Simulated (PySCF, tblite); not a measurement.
**C4H3N2O2−: dynamics, then NMR shifts on frames**

How do NMR shifts of C4H3N2O2− (`O=C([O-])c1cnc[nH]1`) change as the atoms move?

The runs use tblite 0.8.0 and PySCF 2.14.0, with density-fitted response routines of our own; the level of theory stands in each step. All values are computed, except where a source is named. Atoms are numbered from 0 throughout.

## Step 1: The molecule as given

11 atoms, charge -1, multiplicity 1; geometry from: GFN2-xTB.

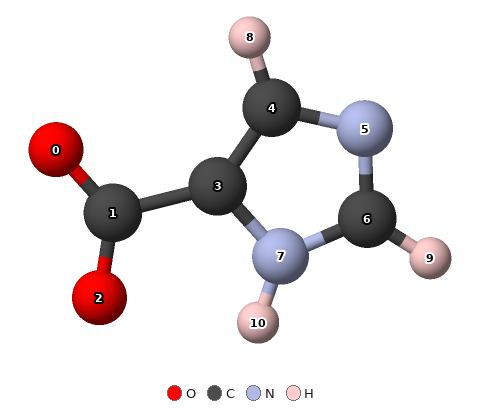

As it starts; oxygen red, carbon dark grey, nitrogen light blue, hydrogen pink, atoms numbered; sticks join atoms by distance.

## Step 2: Dynamics with GFN2-xTB

The job: settings as JSON, then the geometry in Å.

```
{"job": {"kind": "md", "xc": "GFN2-xTB", "basis": "xTB", "temperature": 300, "steps": 2000, "every": 50, "frames": 5}, "charge": -1, "multiplicity": 1}
O      2.720027     0.678160     0.252786
C      1.902561    -0.209033    -0.010140
O      2.087705    -1.398800    -0.332229
C      0.409120     0.161300     0.053880
C     -0.356679     1.262673     0.336707
N     -1.684886     0.968865     0.220765
C     -1.729526    -0.292638    -0.127706
N     -0.494276    -0.820573    -0.240471
H     -0.035887     2.247270     0.615077
H     -2.633385    -0.847392    -0.305388
H     -0.179350    -1.747161    -0.489244
```

Level: GFN2-xTB Langevin dynamics, gas phase.

The run is started by

```
> OMP_NUM_THREADS=1 python probes_run.py task.json out
```

The driver reads the jobs from task.json and runs them one after another.

Output:

```text
t/fs     T/K      E/eV
    0.0   263.2   -661.66815
   25.0   134.3   -661.51282
   50.0   212.1   -661.49881
   75.0   167.5   -661.49440
  100.0   200.2   -661.50799
  125.0   169.4   -661.43694
  150.0   205.8   -661.33802
  175.0   295.8   -661.36346
  200.0   338.4   -661.28487
  225.0   275.6   -661.17438
  250.0   289.1   -661.16462
  275.0   253.7   -661.26398
  300.0   250.9   -661.29558
  325.0   366.1   -661.42382
  350.0   388.3   -661.45025
  375.0   322.6   -661.41598
  400.0   250.9   -661.38242
  425.0   270.4   -661.34561
  450.0   217.2   -661.25728
  475.0   264.7   -661.35868
  500.0   297.2   -661.39839
  525.0   243.6   -661.33499
  550.0   221.3   -661.40992
  575.0   202.6   -661.42218
  600.0   214.4   -661.39811
  625.0   196.2   -661.28908
  650.0   217.2   -661.36866
  675.0   226.1   -661.35406
  700.0   260.0   -661.44269
  725.0   318.1   -661.37650
  750.0   383.9   -661.45314
  775.0   339.8   -661.22643
  800.0   312.6   -661.23103
  825.0   355.9   -661.39871
  850.0   392.6   -661.33604
  875.0   357.1   -661.10236
  900.0   390.7   -661.28450
  925.0   401.2   -661.26215
  950.0   278.3   -661.16806
  975.0   439.4   -661.33638
 1000.0   408.4   -661.37684
```

Run time: 8.8 s. Hardware: 1 thread of Arm Neoverse V1, shared host; peak memory 0.18 GiB.

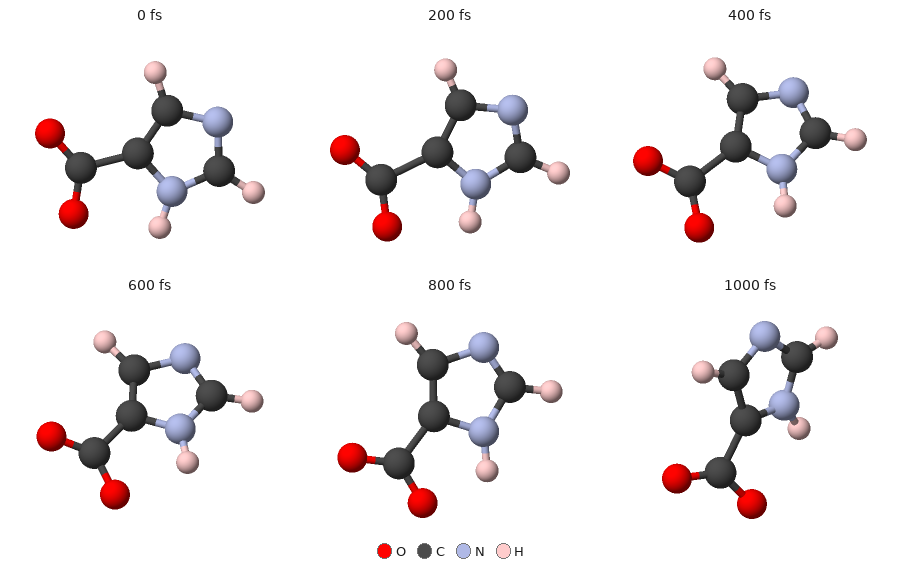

Frames of the run.

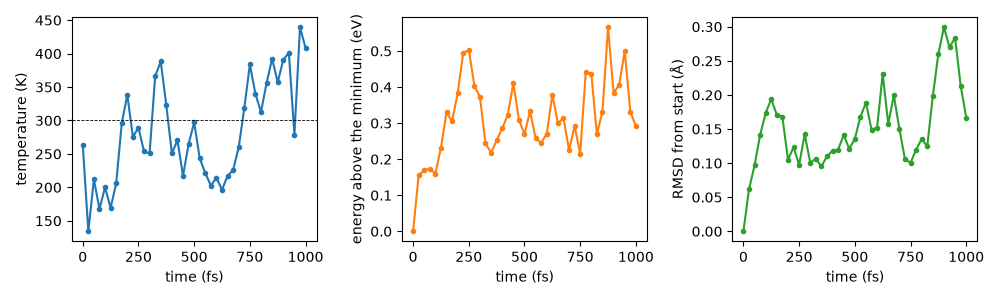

Temperature, potential energy and distance from the start.

Positions (Å) and forces (eV/Å) at 1000 fs:

```xyz
11

O     1.911   -1.767   -0.828    0.221   -0.182    0.066
C     0.735   -1.784   -0.482   -2.236   -1.117   -0.318
O    -0.126   -2.737   -0.439    1.688    1.289    0.107
C     0.075   -0.452   -0.090    1.304    1.730    0.365
C     0.439    0.918   -0.168    0.282   -1.784   -0.368
N    -0.418    1.701    0.516   -0.754   -0.422   -0.290
C    -1.330    0.858    0.966    0.225    0.047    0.925
N    -1.004   -0.426    0.717   -1.194   -1.369    0.375
H     1.300    1.285   -0.696   -0.136    0.191    0.059
H    -2.154    1.077    1.623    0.036    0.301   -0.073
H    -1.455   -1.305    1.090    0.564    1.315   -0.847
```

## Step 3: NMR shieldings: 250 fs, PBE0/pcSseg-1

The job: settings as JSON, then the geometry in Å.

```
{"job": {"kind": "nmr", "xc": "PBE0", "basis": "pcSseg-1", "pop": false}, "charge": -1, "multiplicity": 1}
O      2.523600    -0.267200    -0.007400
C      1.534900    -0.996000    -0.213700
O      1.271600    -1.992500    -0.875200
C      0.145400    -0.387700     0.234900
C     -0.340900     0.792500     0.781700
N     -1.714800     0.808600     0.695600
C     -2.066400    -0.436700     0.286700
N     -0.941100    -1.137200    -0.080900
H      0.211600     1.621300     1.256400
H     -2.999900    -0.852400     0.271800
H     -0.905700    -1.992100    -0.621700
```

With the program's defaults for keys left out, this is: GIAO PBE0/pcSseg-1 NMR shielding, non-relativistic, gas phase.

Output:

```text
coarse grid: 10504 points
cycle   1  E = -413.4455850001  dE =  1.611e+00  |g| = 1.081e+00  |ddm| = 3.307e+00
cycle   2  E = -413.0832950575  dE =  3.623e-01  |g| = 1.773e+00  |ddm| = 3.248e+00
cycle   3  E = -413.6638150503  dE = -5.805e-01  |g| = 2.034e-01  |ddm| = 2.291e+00
cycle   4  E = -413.6696089951  dE = -5.794e-03  |g| = 1.286e-01  |ddm| = 2.699e-01
cycle   5  E = -413.6727211328  dE = -3.112e-03  |g| = 3.255e-02  |ddm| = 1.214e-01
cycle   6  E = -413.6729321147  dE = -2.110e-04  |g| = 9.125e-03  |ddm| = 3.453e-02
cycle   7  E = -413.6729467066  dE = -1.459e-05  |g| = 3.854e-03  |ddm| = 9.961e-03
cycle   8  E = -413.6729499663  dE = -3.260e-06  |g| = 8.328e-04  |ddm| = 3.444e-03
final grid: 105352 points
cycle   9  E = -413.7373604842  dE = -1.750e-05  |g| = 1.153e-02  |ddm| = 2.749e-02
cycle  10  E = -413.7373267226  dE =  3.376e-05  |g| = 1.791e-02  |ddm| = 2.622e-02
cycle  11  E = -413.7373848483  dE = -5.813e-05  |g| = 1.525e-03  |ddm| = 1.630e-02
cycle  12  E = -413.7373852971  dE = -4.488e-07  |g| = 4.038e-04  |ddm| = 1.383e-03
cycle  13  E = -413.7373853218  dE = -2.465e-08  |g| = 1.844e-04  |ddm| = 4.208e-04
cycle  14  E = -413.7373853279  dE = -6.078e-09  |g| = 5.454e-05  |ddm| = 1.884e-04
cycle  15  E = -413.7373853285  dE = -6.426e-10  |g| = 1.620e-05  |ddm| = 6.488e-05
converged SCF energy = -413.7373853285

GIAO shielding tensors (ppm)
atom      isotropic    diamagn.    paramagn.     s11        s22        s33       span
  0 O       18.886     406.959    -388.073   -189.724     -3.148    249.529    439.254
  1 C       27.292     243.372    -216.080    -75.317     60.271     96.923    172.240
  2 O       25.393     407.740    -382.347   -173.080     16.191    233.069    406.149
  3 C       33.885     261.023    -227.138    -32.898     19.649    114.904    147.803
  4 C       55.300     252.606    -197.307    -19.454     53.551    131.802    151.256
  5 N      -62.828     331.563    -394.391   -284.669   -124.768    220.954    505.623
  6 C       51.062     252.248    -201.185    -31.862     65.768    119.280    151.142
  7 N       58.099     329.626    -271.527    -55.061     73.113    156.244    211.305
  8 H       24.098      32.102      -8.004     21.433     24.742     26.119      4.685
  9 H       25.331      32.499      -7.168     22.826     25.858     27.311      4.485
 10 H       21.858      34.743     -12.885     16.434     22.609     26.532     10.098
```

Run time: 13 s. Hardware: 1 thread of Arm Neoverse V1, shared host; peak memory 0.7 GiB.

The references, computed at this level on geometries of the same kind, shield at (ppm): 1H TMS 31.72, 13C TMS 186.9, 15N NH3 267.7, 17O H2O 336.1. Their shielding less the atom's gives the shift. The references are single molecules in the gas phase, so shifts against H2O, NH3, PH3, H3PO4 or CFCl3 are not on the usual liquid scales and can be off by tens of ppm. Each atom is listed at this fixed geometry, with no averaging over motion; a spectrum would average atoms that exchange fast.

```tsv
atoms	environment	σ (ppm)	δ (ppm)
C1	carboxylate carbon	27.3	159.6
C3	substituted aromatic carbon next to a ring nitrogen	33.9	153.0
C6	aromatic CH between two ring heteroatoms	51.1	135.9
C4	aromatic CH next to a ring nitrogen	55.3	131.6
H10	hydrogen on a pyrrole-type ring nitrogen	21.86	9.86
H8	hydrogen on an aromatic CH next to a ring nitrogen	24.10	7.62
H9	hydrogen on an aromatic CH between two ring heteroatoms	25.33	6.39
O0	carboxylate oxygen	18.9	317.2
O2	carboxylate oxygen	25.4	310.7
N5	pyridine-type nitrogen of an azole	-62.8	330.6
N7	pyrrole-type ring nitrogen	58.1	209.6
```

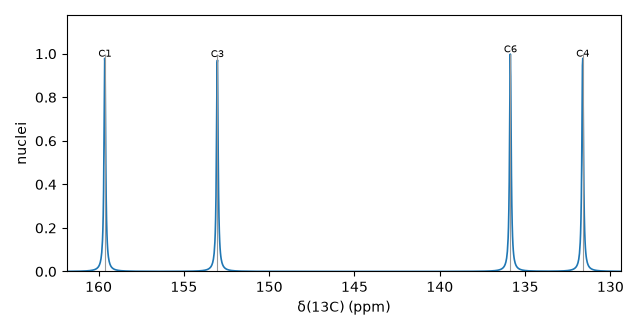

13C lines at the computed shifts, without couplings. Lines are broadened to a width of 0.11 ppm (Lorentzian).

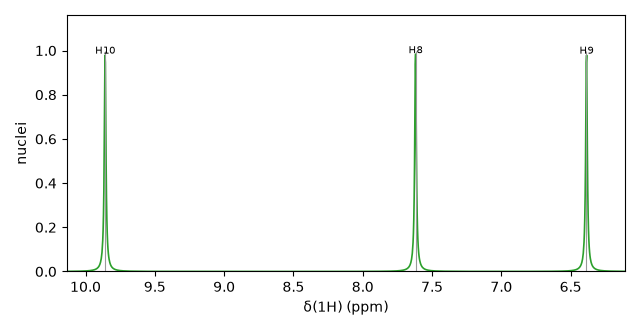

1H lines at the computed shifts, without couplings. Lines are broadened to a width of 0.01 ppm (Lorentzian).

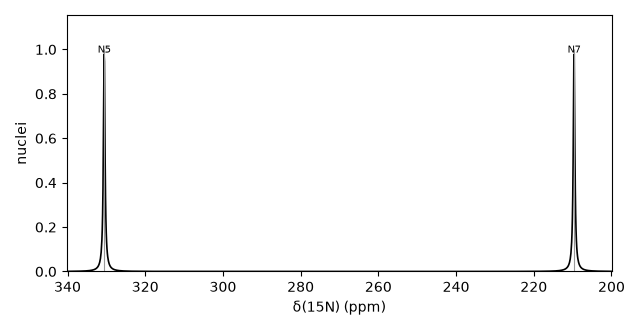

15N lines at the computed shifts, without couplings. Lines are broadened to a width of 0.48 ppm (Lorentzian).

Ring of atoms C3, C4, N5, C6, N7: NICS(0) -12.0, NICS(1) -11.2, NICS(1)zz -29.4 ppm (means of both faces).

## Step 4: NMR shieldings: 425 fs, PBE0/pcSseg-1

The job: settings as JSON, then the geometry in Å.

```
{"job": {"kind": "nmr", "xc": "PBE0", "basis": "pcSseg-1", "pop": false}, "charge": -1, "multiplicity": 1}
O      2.660100    -0.864700    -0.188800
C      1.527500    -1.351400    -0.399000
O      1.104800    -2.285000    -1.123800
C      0.288500    -0.777800     0.366400
C      0.040500     0.054200     1.409600
N     -1.325700     0.241900     1.604000
C     -1.858800    -0.565700     0.751800
N     -0.955600    -1.117700    -0.079500
H      0.733500     0.631400     1.995800
H     -2.839900    -0.975000     0.764900
H     -1.031000    -1.792200    -0.785300
```

With the program's defaults for keys left out, this is: GIAO PBE0/pcSseg-1 NMR shielding, non-relativistic, gas phase.

Output:

```text
coarse grid: 10504 points
cycle   1  E = -413.4492965183  dE =  1.733e+00  |g| = 1.094e+00  |ddm| = 3.323e+00
cycle   2  E = -413.0703228543  dE =  3.790e-01  |g| = 1.813e+00  |ddm| = 3.236e+00
cycle   3  E = -413.6741395865  dE = -6.038e-01  |g| = 1.726e-01  |ddm| = 2.270e+00
cycle   4  E = -413.6784298069  dE = -4.290e-03  |g| = 1.117e-01  |ddm| = 2.464e-01
cycle   5  E = -413.6808391409  dE = -2.409e-03  |g| = 3.770e-02  |ddm| = 1.129e-01
cycle   6  E = -413.6811095681  dE = -2.704e-04  |g| = 1.111e-02  |ddm| = 3.946e-02
cycle   7  E = -413.6811320687  dE = -2.250e-05  |g| = 3.655e-03  |ddm| = 1.119e-02
cycle   8  E = -413.6811347541  dE = -2.685e-06  |g| = 9.974e-04  |ddm| = 3.399e-03
final grid: 105352 points
cycle   9  E = -413.7459118517  dE = -1.502e-05  |g| = 1.209e-02  |ddm| = 2.777e-02
cycle  10  E = -413.7458719204  dE =  3.993e-05  |g| = 1.914e-02  |ddm| = 2.801e-02
cycle  11  E = -413.7459386005  dE = -6.668e-05  |g| = 1.475e-03  |ddm| = 1.742e-02
cycle  12  E = -413.7459390169  dE = -4.164e-07  |g| = 3.945e-04  |ddm| = 1.340e-03
cycle  13  E = -413.7459390383  dE = -2.141e-08  |g| = 2.171e-04  |ddm| = 4.506e-04
cycle  14  E = -413.7459390469  dE = -8.636e-09  |g| = 5.049e-05  |ddm| = 2.083e-04
cycle  15  E = -413.7459390474  dE = -5.410e-10  |g| = 1.360e-05  |ddm| = 5.717e-05
converged SCF energy = -413.7459390474

GIAO shielding tensors (ppm)
atom      isotropic    diamagn.    paramagn.     s11        s22        s33       span
  0 O        5.754     406.376    -400.622   -193.732    -42.135    253.129    446.861
  1 C       21.488     240.609    -219.120    -80.971     61.469     83.968    164.939
  2 O       -1.743     407.454    -409.196   -217.934    -14.197    226.902    444.835
  3 C       40.279     259.761    -219.482    -34.206     29.520    125.522    159.728
  4 C       59.215     253.795    -194.580     -9.685     53.438    133.890    143.575
  5 N      -26.965     332.632    -359.597   -214.266   -102.705    236.077    450.343
  6 C       58.994     251.023    -192.029    -15.368     69.026    123.325    138.693
  7 N       69.917     328.467    -258.550    -34.085     91.635    152.200    186.285
  8 H       25.126      33.340      -8.214     21.995     26.221     27.163      5.168
  9 H       25.204      30.433      -5.229     21.352     25.654     28.607      7.255
 10 H       23.064      35.784     -12.721     17.694     24.030     27.467      9.772
```

Run time: 13 s. Hardware: 1 thread of Arm Neoverse V1, shared host; peak memory 0.72 GiB.

In short: δ C1 165.4, C3 146.6, C6 127.9, C4 127.7, H10 8.65, H8 6.59 ppm.

(Part 1 of 2 ends here.)
